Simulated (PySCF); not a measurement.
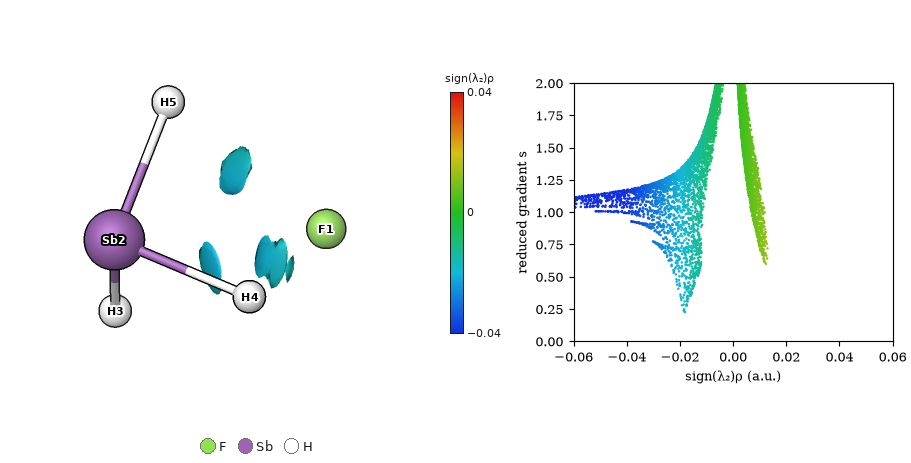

*FH3Sb, charge −1, SMILES `[F-].[SbH3]`. Non-covalent interaction surfaces between the fragments (reduced density gradient s = 0.4, coloured by sign(λ₂)ρ in a.u.; trimmed to the region between the fragments where ρ is under 0.06 a.u.). Fragment A: F(−1) (atom 1); fragment B: SbH3. The plot gives s against sign(λ₂)ρ for grid points between the fragments.*

Computed with PySCF, HF/def2-SVPD, geometry: GFN2-xTB. Core potentials replace the inner electrons of Sb; spin–orbit coupling isn't included. GFN2-xTB bond lengths at metals and heavier atoms can be off by up to 0.1 Å and shapes distorted, which carries into these values.

Input script:

```python
import numpy as np
from pyscf import gto, scf, dft
from pyscf.scf import atom_ks, atom_hf
from scipy.linalg import block_diag
from pyscf.dispersion import dftd3

def solve(mol, dm0=None, hcore=None):
    mf = scf.UHF(mol) if mol.spin else scf.RHF(mol)
    mf = mf.density_fit(auxbasis='def2-universal-jkfit')
    mf.conv_tol, mf.max_cycle = 1e-8, 80
    if hcore is not None:
        mf.get_hcore = lambda *args: hcore
    mf.kernel(dm0)
    if not mf.converged:
        mf = mf.newton().run(mf.mo_coeff, mf.mo_occ, max_cycle=30)
    assert mf.converged, 'SCF not converged'
    return mf

mol = gto.M(atom='''
F      2.30487     0.00000     0.00000
Sb    -0.42945     0.00000     0.00000
H      0.38607     0.77387    -1.19005
H      0.38607    -1.41754    -0.07516
H      0.38607     0.64369     1.26522
''', basis='def2-svpd', ecp={'Sb': 'def2-svpd'}, charge=-1, spin=0, verbose=4)
mol_a = gto.M(atom='''
F      2.30487     0.00000     0.00000
ghost-Sb    -0.42945     0.00000     0.00000
ghost-H      0.38607     0.77387    -1.19005
ghost-H      0.38607    -1.41754    -0.07516
ghost-H      0.38607     0.64369     1.26522
''', basis='def2-svpd', charge=-1, spin=0, verbose=4)
mol_b = gto.M(atom='''
ghost-F      2.30487     0.00000     0.00000
Sb    -0.42945     0.00000     0.00000
H      0.38607     0.77387    -1.19005
H      0.38607    -1.41754    -0.07516
H      0.38607     0.64369     1.26522
''', basis='def2-svpd', ecp={'Sb': 'def2-svpd'}, charge=0, spin=0, verbose=4)
ab, a, b = solve(mol), solve(mol_a), solve(mol_b)
e_int = ab.e_tot - a.e_tot - b.e_tot
print('counterpoise-corrected interaction energy / kcal/mol', e_int * 627.5095)
def disp(atoms, charge):
    m = gto.M(atom=atoms, charge=charge, basis='sto-3g', spin=None, unit='Bohr', verbose=0)
    return dftd3.DFTD3Dispersion(m, xc='hf', version='d3bj').get_dispersion()['energy']
e_disp = disp(mol._atom, mol.charge) - disp(mol._atom[:1], mol_a.charge) - disp(mol._atom[1:], mol_b.charge)
print('D3(BJ) part / kcal/mol', e_disp * 627.5095)
# spherically averaged free atoms, for the promolecule
atm = scf.atom_hf.get_atm_nrhf(mol)
pro = block_diag(*[(atm[a[0]][2] * atm[a[0]][3]) @ atm[a[0]][2].T for a in mol._atom])
np.savez('result.npz', e_int=e_int, e_disp=e_disp, dm_a=a.make_rdm1(), dm_b=b.make_rdm1(), c=ab.mo_coeff, occ=ab.mo_occ, eps=ab.mo_energy, pro=pro, d=[f.dip_moment(verbose=0) for f in (ab, a, b)])
```

Launched as:

```sh
OMP_NUM_THREADS=1 python input.py
```

The run took 1.4 s on 1 thread of Intel(R) Xeon(R) CPU @ 2.60GHz (Ice Lake) (shared host), peak memory 0.17 GiB.

Partitions, critical points and surface values were worked out afterwards from this run's density.

> Which interactions hold the two fragments together?

Bond critical points between the fragments: F1···Sb2, 2.73 Å, ρ = 0.023 a.u. It appears blue-green. The pose is a local one from a semi-empirical search, not shown to be the most stable. With a charged fragment, long-range electrostatics, which these surfaces don't show, weighs heavily in the interaction energy.

> How strongly are they bound?

The counterpoise-corrected interaction energy of the frozen fragments is −2.2 kcal/mol without dispersion correction and −5.8 kcal/mol with D3(BJ). The pair geometry is semi-empirical, not a minimum at this level.
